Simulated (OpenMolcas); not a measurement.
# C4H4Si (SMILES C#C[SiH2]C#C): a chain of runs

We compute the energy (HF/ANO-R0), then a single-point energy (CASSCF(2,2)/ANO-R1), then the energy along one coordinate (CASPT2(2,2)/ANO-R1), then the energy along one coordinate (SC-NEVPT2(2,2)/ANO-R1), then an energy scan (MC-PDFT[tPBE](2,2)/ANO-R1) of C4H4Si. 

Program for the calculation: OpenMolcas 26.06.

### 1 The molecule

The species is C4H4Si (9 atoms), meant as a singlet with charge 0. As SMILES, `C#C[SiH2]C#C`. The shape is that of a PBE0-D4/def2-TZVP optimisation.

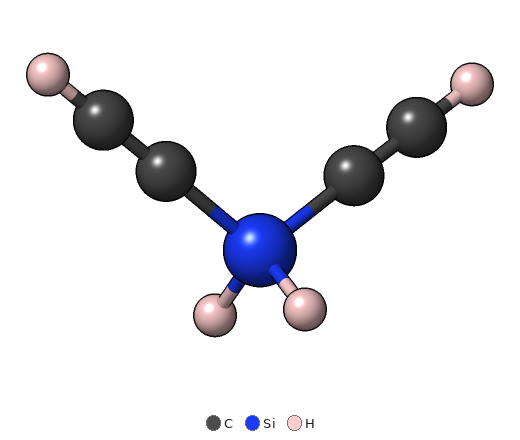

The structure, seen from a chosen angle (carbon dark grey, silicon blue, hydrogen pink).

### 2 A single-point energy at HF/ANO-R0 (sfX2C) (run 1)

mol.xyz

```xyz
9

C      1.986100    -0.068000     1.693000
C      1.245000    -0.318200     0.775800
Si     0.139500    -0.713800    -0.616400
C     -1.252900     0.459600    -0.648400
C     -2.180600     1.228700    -0.681700
H      2.639600     0.155600     2.505100
H      0.896100    -0.611400    -1.885800
H     -0.384600    -2.089300    -0.450100
H     -2.999800     1.910300    -0.708600
```

step1.input

```
&GATEWAY
 Coord=mol.xyz
 Basis=ANO-R0
 Group=NoSym

&SEWARD

&SCF
 PrOrbitals=0

&LOCALISATION
 Occupied
 Freeze
 Pipek-Mezey

&LOCALISATION
 FileOrb=$Project.LocOrb
 Virtual
 Pipek-Mezey
```

Command:

```sh
$ export MOLCAS_MEM=1860
$ pymolcas step1.input > step1.log
```

What it wrote:

```text
--- Start Module: gateway ---
[...]
--- Stop Module: gateway /rc=_RC_ALL_IS_WELL_ ---
[...]
      Basis functions           33
[...]
       Convergence after  10 Iterations
[...]
::    Total SCF energy                               -442.6976324649
[...]
      Total spin, S                                     0.0000000000
[...]
      Total electronic charge=   42.000000
      Total            charge=   -0.000000
[...]
      Dipole Moment (debye):
      Origin of the operator (angstrom)=    0.0203   -0.0623   -0.0515
                   X= -2.1924E-01               Y=  1.1993E+00               Z=  1.0394E+00           Total=  1.6021E+00
      Quadrupole Moment (debye*angstrom):
[...]
--- Start Module: localisation ---
[...]
--- Stop Module: localisation /rc=_RC_ALL_IS_WELL_ ---
--- Start Module: localisation ---
[...]
--- Stop Module: localisation /rc=_RC_ALL_IS_WELL_ ---
[...]
```

It took 5.7 s on 1 thread of AMD EPYC 7R43 (Zen 3), shared host; peak memory 0.38 GiB.

### 3 A single-point energy at CASSCF(2,2)/ANO-R1 (sfX2C, RICD fitting) (run 2)

mol.xyz is that of step 2.

step2.inp

```
&gateway
coord
mol.xyz
basis
ANO-R0
group
NoSym
&seward
&rasscf
fileorb
$CurrDir/step1.LocOrb
alter
2
1 16 21
1 22 23
spin
1
nactel
2 0 0
inactive
20
ras2
2
orblisting
Nothing
>>> COPY $Project.RunFile RUNFIL1
>>> COPY $Project.RasOrb INPORB
&gateway
coord
mol.xyz
basis
ANO-R1
group
NoSym
ricd
&seward
>>> COPY $Project.RunFile RUNFIL2
&expbas
&rasscf
fileorb
$Project.ExpOrb
spin
1
nactel
2 0 0
inactive
20
ras2
2
orblisting
Nothing
orbappear
Compact
```

Command:

```sh
$ export MOLCAS_MEM=1860
$ pymolcas step2.inp > step2.log
```

What it wrote:

```text
--- Start Module: gateway ---
[...]
      Basis functions           33
[...]
      Number of active orbitals                  2
[...]
      Spin quantum number                      0.0
[...]
      Active orbitals                            2
[...]
      Number of CSFs                             3
[...]
      Number of root(s) required                 1
[...]
      Convergence after  9 iterations
[...]
      printout of CI-coefficients larger than  0.05 for root  1
      energy=    -442.704304
      conf/sym  11     Coeff  Weight
             1  20   0.99620 0.99241
             3  02  -0.08710 0.00759
      Natural orbitals and occupation numbers for root  1
      sym 1:   1.984826   0.015174
      ************************************************************************************************************************
      *                                                    Final results                                                     *
[...]
::    RASSCF root number  1 Total energy:   -442.70430413
[...]
      Basis functions           94
[...]
      Convergence after 13 iterations
[...]
      Natural orbitals and occupation numbers for root  1
      sym 1:   1.981906   0.018094
      ************************************************************************************************************************
      *                                                    Final results                                                     *
[...]
::    RASSCF root number  1 Total energy:   -443.34586083
[...]
      Total electronic charge=   42.000000
      Total            charge=   -0.000000
[...]
      Dipole Moment (debye):
      Origin of the operator (angstrom)=    0.0203   -0.0623   -0.0515
                   X= -6.9736E-02               Y=  5.5146E-01               Z=  4.2355E-01           Total=  6.9884E-01
      Quadrupole Moment (debye*angstrom):
[...]
```

Run time: 16 s. Hardware: 1 thread of AMD EPYC 7R43 (Zen 3), shared host; peak memory 0.38 GiB.

### 4 An energy scan at CASPT2(2,2)/ANO-R1 (sfX2C, RICD fitting, ipea shift 0.25 Eh, pt2 variant SS) (run 3)

step3.input

```
>>> COPY $CurrDir/step2.RasOrb $Project.RasOrb
>>> ForEach K in (1, 2, 3, 4, 5, 6, 7, 8, 9)

&GATEWAY
  Coord = $CurrDir/point$K.xyz
  Basis = ANO-R1
  Group = NoSym
  RICD

&SEWARD

&RASSCF
  FileOrb = $Project.RasOrb
  Spin = 1
  Nactel = 2 0 0
  Inactive = 20
  Ras2 = 2
  OrbListing = Nothing
  OrbAppear = Compact

&CASPT2
  Imaginary = 0.2
  Frozen = 9
>>> EndDo
```

Command:

```sh
$ export MOLCAS_MEM=1860
$ pymolcas step3.input > step3.log
```

What it wrote:

```text
[...]
      Basis functions           94
[...]
      Number of active orbitals                  2
[...]
      Spin quantum number                      0.0
[...]
      Active orbitals                            2
[...]
      Number of CSFs                             3
[...]
      Number of root(s) required                 1
[...]
      Convergence after 11 iterations
[...]
      printout of CI-coefficients larger than  0.05 for root  1
      energy=    -443.335500
      conf/sym  11     Coeff  Weight
             1  20   0.99686 0.99373
             3  02  -0.07919 0.00627
      Natural orbitals and occupation numbers for root  1
      sym 1:   1.987457   0.012543
      ************************************************************************************************************************
      *                                                    Final results                                                     *
[...]
::    RASSCF root number  1 Total energy:   -443.33549981
[...]
::    CASPT2 Root  1     Total energy:   -443.93199024
[...]
      Convergence after 10 iterations
[...]
      Natural orbitals and occupation numbers for root  1
      sym 1:   1.981920   0.018080
      ************************************************************************************************************************
      *                                                    Final results                                                     *
[...]
      Convergence after 10 iterations
[...]
      Convergence after 10 iterations
[...]
      Convergence after 12 iterations
[...]
::    RASSCF root number  1 Total energy:   -443.21049936
[...]
::    CASPT2 Root  1     Total energy:   -443.79875865
[...]
      Convergence after  9 iterations
[...]
::    RASSCF root number  1 Total energy:   -443.20618376
[...]
      Reference weight:           0.79873
[...]
::    CASPT2 Root  1     Total energy:   -443.79353180
[...]
```

It took 95 s on 1 thread of AMD EPYC 7R43 (Zen 3), shared host; peak memory 0.085 GiB.

The scan, from its lowest point:

```csv
H7–Si3 (Å),energy (kJ/mol)
1.333,24.9
1.481,0.0
1.629,15.2
1.852,72.1
2.148,162.6
2.518,259.1
2.963,332.9
3.555,374.7
4.444,388.4
```

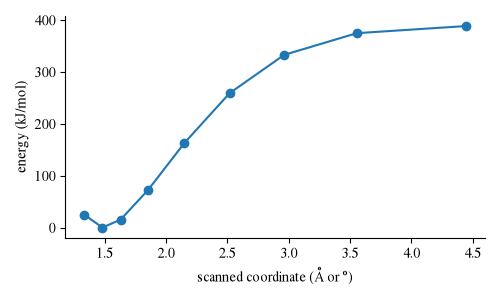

Energy along the scan.

### 5 The energy along one coordinate at SC-NEVPT2(2,2)/ANO-R1 (sfX2C, RICD fitting, pt2 variant SC-NEVPT2) (run 4)

step4.input

```
* C4H4Si NEVPT2
>>> EXPORT MOLCAS_PRINT=2
>>> COPY $CurrDir/step2.RasOrb $Project.RasOrb
>>> ForEach K in (1, 2, 3, 4, 5, 6, 7, 8, 9)

&GATEWAY
  Coord = $CurrDir/point$K.xyz
  Basis = ANO-R1
  Group = NoSym
  RICD

&SEWARD

&RASSCF
  FileOrb = $Project.RasOrb
  Spin = 1
  Nactel = 2 0 0
  Inactive = 20
  Ras2 = 2
  OrbListing = Nothing
  OrbAppear = Compact

&CASPT2
  SC-NEVPT2
  Frozen = 9
>>> EndDo
```

Command:

```sh
$ export MOLCAS_MEM=1860
$ pymolcas step4.input > step4.log
```

What it wrote:

```text
--- Start Module: gateway ---
[...]
      Basis functions           94
[...]
      Number of active orbitals                  2
[...]
      Spin quantum number                      0.0
[...]
      Active orbitals                            2
[...]
      Number of CSFs                             3
[...]
      Number of root(s) required                 1
[...]
      Convergence after 11 iterations
[...]
      printout of CI-coefficients larger than  0.05 for root  1
      energy=    -443.335500
      conf/sym  11     Coeff  Weight
             1  20   0.99686 0.99373
             3  02  -0.07919 0.00627
      Natural orbitals and occupation numbers for root  1
      sym 1:   1.987457   0.012543
      ************************************************************************************************************************
      *                                                    Final results                                                     *
[...]
::    RASSCF root number  1 Total energy:   -443.33549981
[...]
::    SC-NEVPT2 Root  1     Total energy:   -443.92456604
[...]
      Convergence after 10 iterations
[...]
      Natural orbitals and occupation numbers for root  1
      sym 1:   1.981920   0.018080
      ************************************************************************************************************************
      *                                                    Final results                                                     *
[...]
      Convergence after 10 iterations
[...]
      Convergence after 10 iterations
[...]
      Convergence after 12 iterations
[...]
::    RASSCF root number  1 Total energy:   -443.21049936
[...]
::    SC-NEVPT2 Root  1     Total energy:   -443.79618470
[...]
      Convergence after  9 iterations
[...]
::    RASSCF root number  1 Total energy:   -443.20618376
[...]
::    SC-NEVPT2 Root  1     Total energy:   -443.79135949
[...]
```

It took 88 s on 1 thread of AMD EPYC 7R43 (Zen 3), shared host; peak memory 0.085 GiB.

The scan, from its lowest point:

```csv
H7–Si3 (Å),energy (kJ/mol)
1.333,27.3
1.481,0.0
1.629,13.4
1.852,68.4
2.148,157.2
2.518,252.2
2.963,324.5
3.555,364.4
4.444,377.1
```

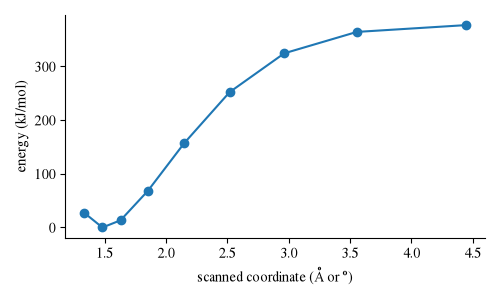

Energy along the scan.

### 6 An energy scan at MC-PDFT[tPBE](2,2)/ANO-R1 (sfX2C, RICD fitting) (run 5)

step5.input

```
* C4H4Si MC-PDFT
>>> COPY $CurrDir/step2.RasOrb $Project.RasOrb
>>> ForEach K in (1, 2, 3, 4, 5, 6, 7, 8, 9)

&GATEWAY
  Coord=$CurrDir/point$K.xyz
  Basis=ANO-R1
  Group=NoSym
  RICD

&SEWARD

&RASSCF
  FileOrb=$Project.RasOrb
  Spin=1
  Nactel=2 0 0
  Inactive=20
  Ras2=2
  OrbListing=Nothing
  OrbAppear=Compact

&MCPDFT
  KSDFT=T:PBE
>>> EndDo
```

Command:

```sh
$ export MOLCAS_MEM=1860
$ pymolcas step5.input > step5.log
```

What it wrote:

```text
--- Start Module: gateway ---
[...]
      Basis functions           94
[...]
      Number of active orbitals                  2
[...]
      Spin quantum number                      0.0
[...]
      Active orbitals                            2
[...]
      Number of CSFs                             3
[...]
      Number of root(s) required                 1
[...]
      Convergence after 11 iterations
[...]
      printout of CI-coefficients larger than  0.05 for root  1
      energy=    -443.335500
      conf/sym  11     Coeff  Weight
             1  20   0.99686 0.99373
             3  02  -0.07919 0.00627
      Natural orbitals and occupation numbers for root  1
      sym 1:   1.987457   0.012543
      ************************************************************************************************************************
      *                                                    Final results                                                     *
[...]
::    RASSCF root number  1 Total energy:   -443.33549981
[...]
::    MCPDFT root number  1 Total energy:   -444.50042817
[...]
      Convergence after 10 iterations
[...]
      Natural orbitals and occupation numbers for root  1
      sym 1:   1.981920   0.018080
      ************************************************************************************************************************
      *                                                    Final results                                                     *
[...]
      Convergence after 10 iterations
[...]
      Convergence after 10 iterations
[...]
      Convergence after 12 iterations
[...]
::    RASSCF root number  1 Total energy:   -443.21049936
[...]
::    MCPDFT root number  1 Total energy:   -444.36526829
[...]
      Convergence after  9 iterations
[...]
::    RASSCF root number  1 Total energy:   -443.20618376
[...]
::    MCPDFT root number  1 Total energy:   -444.36089171
[...]
```

Run time: 97 s. Hardware: 1 thread of AMD EPYC 7R43 (Zen 3), shared host; peak memory 0.085 GiB.

The scan, from its lowest point:

```csv
H7–Si3 (Å),energy (kJ/mol)
1.333,27.0
1.481,0.0
1.629,13.0
1.852,67.3
2.148,156.8
2.518,256.2
2.963,336.5
3.555,381.8
4.444,393.3
```

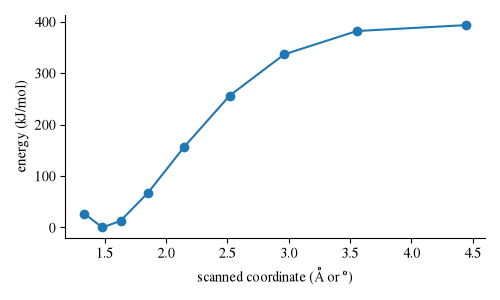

Energy along the scan.

### 7 Summary of results

| quantity | value |
| --- | --- |
| run 1, HF/ANO-R0: total energy | -442.69763 Eh |
| run 1, HF/ANO-R0: dipole moment | 1.60 D |
| run 1, HF/ANO-R0: HOMO energy | -11.96 eV |
| run 1, HF/ANO-R0: LUMO energy | 2.83 eV |
| run 1, HF/ANO-R0: HOMO–LUMO gap | 14.80 eV |
| run 2, CASSCF(2,2)/ANO-R1: total energy | -443.34586 Eh |
| run 2, CASSCF(2,2)/ANO-R1: dipole moment (CASSCF density) | 0.70 D |
| run 3, CASPT2(2,2)/ANO-R1: lowest energy of the scan | -443.94147 Eh |
| run 4, SC-NEVPT2(2,2)/ANO-R1: lowest energy of the scan | -443.93497 Eh |
| run 5, MC-PDFT[tPBE](2,2)/ANO-R1: lowest energy of the scan | -444.51070 Eh |

In words: Mulliken charges (run 1, HF/ANO-R0) run from -0.36 on C1 to +0.54 on Si3; they depend strongly on the basis. Mulliken charges (run 2, CASSCF(2,2)/ANO-R1) run from -0.06 on C1 to +0.09 on H6.
